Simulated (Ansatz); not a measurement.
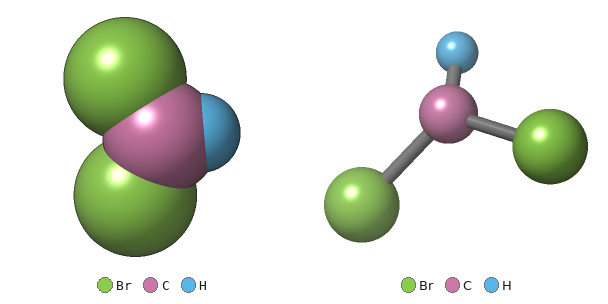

The same structure drawn twice, from different directions.

The species is neutral and a spin doublet.

> Count the atoms of each element.

CHBr2, 4 atoms: 1 carbon, 1 hydrogen and 2 bromine.

> Count the bonded pairs by element.

2 C–Br, 1 C–H.

> What is its SMILES?

Br[CH]Br

> Name functional groups in it.

Among them: C–Br bond.

The parts below concern this one geometry. Atoms keep their numbers from picture to picture. The geometry was computed by an optimisation with PBE0-D4/def2-TZVP.

## Geometry

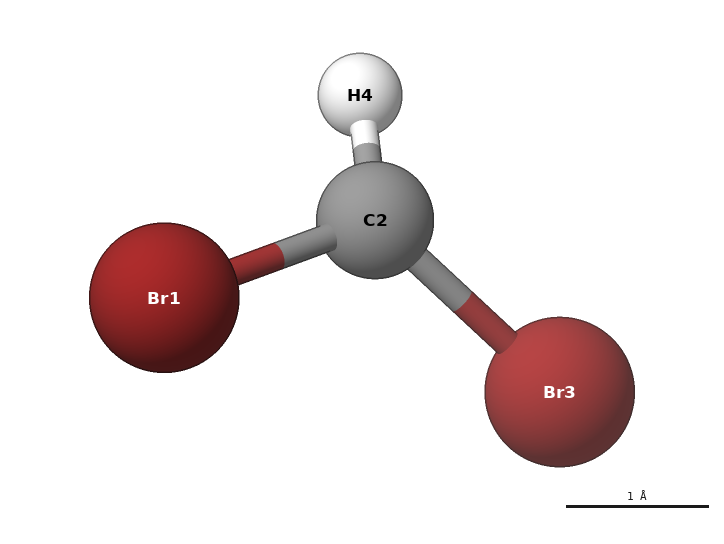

Numbered structure.

Estimate the angles Br1–C2–Br3, Br1–C2–H4.

```
     angle  degrees
Br1–C2–Br3    120.7
 Br1–C2–H4    117.0
```

## Dipole moment

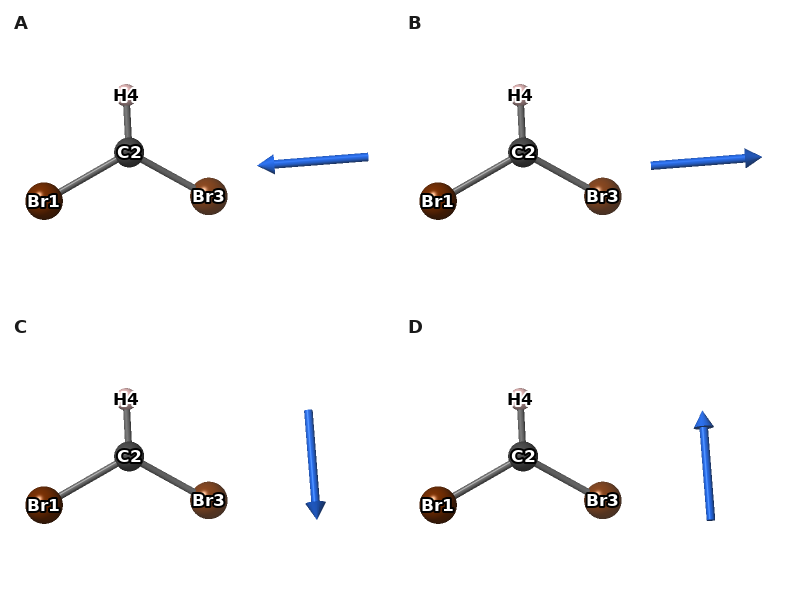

The same molecule four times, each with an arrow. Method: UKS PBE0-D4/def2-TZVP (Ansatz 0.2.0).

> Which arrow points along the dipole moment, from the negative to the positive end?

D. The dipole moment is 0.77 D; it points from the side of Br1, Br3 to the side of H4 (the outermost atoms at the two ends).

## Levels of theory compared

Program: Ansatz 0.2.0.

Compare HOMO energy (eV) at these levels: B3LYP-D4/def2-TZVPP; CAM-B3LYP-D4/def2-TZVPP; PBE0-D4/def2-SVP; PBE0-D4/def2-TZVPP; SPW92 (LDA)/def2-TZVPP; revPBE-D4/def2-TZVPP; ωB97M-V/def2-SVP; ωB97M-V/def2-TZVPP.

```
                  level  HOMO energy (eV)
    B3LYP-D4/def2-TZVPP             −6.01
CAM-B3LYP-D4/def2-TZVPP             −7.63
       PBE0-D4/def2-SVP             −6.22
     PBE0-D4/def2-TZVPP             −6.32
 SPW92 (LDA)/def2-TZVPP             −4.93
   revPBE-D4/def2-TZVPP             −4.88
       ωB97M-V/def2-SVP             −8.23
     ωB97M-V/def2-TZVPP             −8.33
```

## Thermal motion

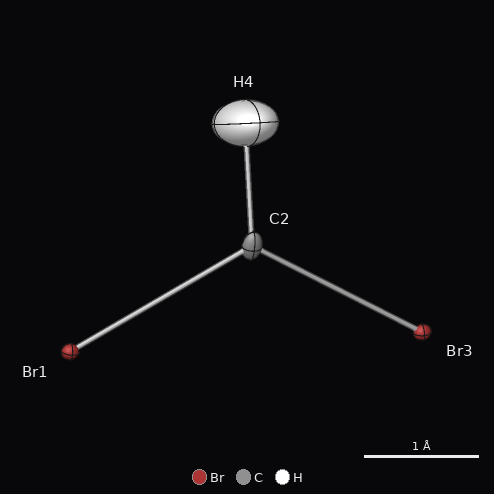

Displacement ellipsoids at the 50 % level, enlarged 1.5 times, from the internal vibrations of the free molecule (harmonic, no overall translation or rotation; no half-axis is drawn under 0.075 Å). Vibrations computed with UKS PBE0-D4/def2-TZVP (Ansatz 0.2.0). Temperature: 298 K.

> Which atom has the largest mean-square displacement?

H4, with U_eq = 0.0217 Å².

> Does H4 move more along its bond or across it?

Across it: the root-mean-square amplitude is 0.089 Å along the bond and up to 0.206 Å across, since bending and torsion are softer than stretching.

Give the displacement parameters, one line for each set of equivalent atoms.

```json
{"atom": "Br1, Br3", "U_eq (Å²)": "0.00042", "rms amplitudes (Å)": "0.002, 0.005, 0.035"}
{"atom": "C2", "U_eq (Å²)": "0.0023", "rms amplitudes (Å)": "0.034, 0.040, 0.063"}
{"atom": "H4", "U_eq (Å²)": "0.0217", "rms amplitudes (Å)": "0.089, 0.121, 0.206"}
```
